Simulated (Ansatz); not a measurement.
AlCl2H2Si (SMILES [Cl][Al+][SiH2]Cl) (charge +1)

```yaml
atoms:
  - { symbol: Al, position_ang: [-1.5372, 2.4741, -0.8111] }
  - { symbol: Cl, position_ang: [-2.5537, 3.9906, -1.7172] }
  - { symbol: Cl, position_ang: [-0.9782, 1.3139, 2.4227] }
  - { symbol: Si, position_ang: [-0.3966, 0.7312, 0.5525] }
  - { symbol: H, position_ang: [1.0530, 0.9031, 0.2965] }
  - { symbol: H, position_ang: [-0.9776, -0.5625, 0.1217] }
```

Geometry: r2SCAN-D4/def2-SVP.

Theory: isolated molecule in a Gaussian basis; Kohn-Sham density functional theory, functional PBE0 in Ansatz 0.2.0.

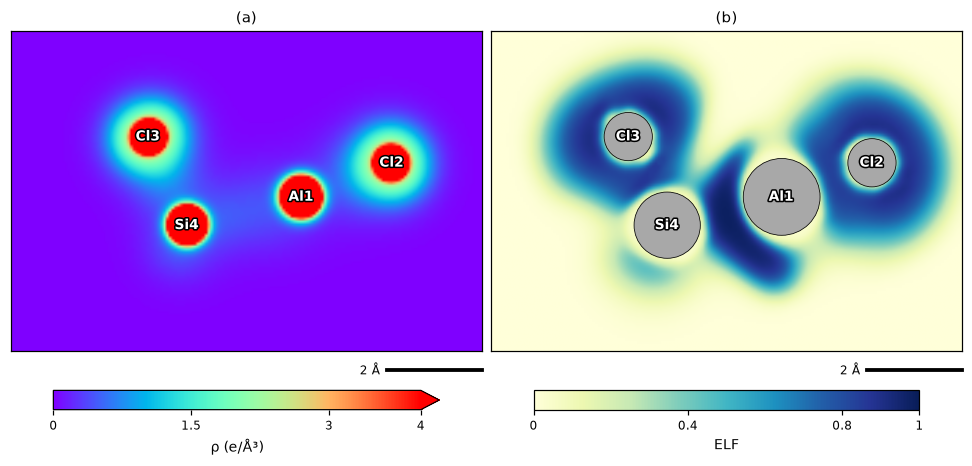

Figure 1. (a) electron density; (b) ELF on the plane of atoms Cl2, Al1 and Si4. Grey discs cover the atomic cores in the ELF map.

Question: What do the fields say about this system?

Answer: The section cuts through Al, Cl and Si sites. Al–Cl (2.04 Å): the density is about 0.82 e/Å³ at the midpoint; the ELF peaks at about 0.85 in the valence shell of Cl, 0.9 Å from its nucleus, and is about 0.75 at the midpoint. Si–Cl (2.04 Å): the density is about 0.92 e/Å³ at the midpoint; the ELF peaks at about 0.85 between the atoms: a polar covalent bond. Al–Si (2.49 Å): ρ at the midpoint is about 0.45 e/Å³; the ELF peaks at about 1 between the atoms; a covalent bond. The ELF also peaks beside Cl2 and Cl3, away from the bonds: lone-pair regions.

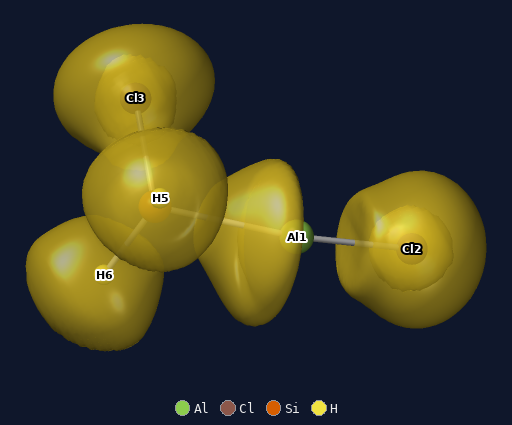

Figure 2. Isosurface of the ELF at 0.75 (yellow), seen at a tilt. Core shells and regions of very low density are left out.

Question: Describe the localisation domains.

Answer: The surface consists of two regions around hydrogen nuclei, two regions on Cl in which the atom's valence shell and bonds are merged and one region wrapped around Al (its valence shell).

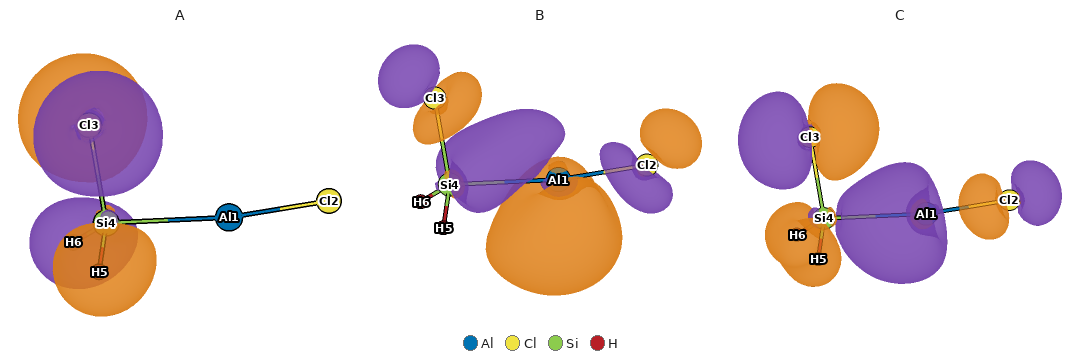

Figure 3. Three frontier orbitals at ±0.08 Å⁻³ᐟ² (orange and purple are the two phases), in no order.

Question: Order the three orbitals by energy and name them.

Answer: A is the HOMO−1 (−13.97 eV). It lies mainly on Cl3 (about 75 %), Si4 (about 10 %), H6 (about 5 %) and H5 (about 5 %); largely a lone pair of Cl3. C is the HOMO (−13.51 eV). It lies mainly on Cl3 (about 45 %), Al1 (about 25 %), Si4 (about 15 %) and Cl2 (about 5 %). B is the LUMO (−7.45 eV). It lies mainly on Al1 (about 60 %), Si4 (about 20 %), Cl2 (about 10 %) and Cl3 (about 10 %).

Question: What is the HOMO–LUMO gap?

Answer: 6.06 eV between the orbital energies.
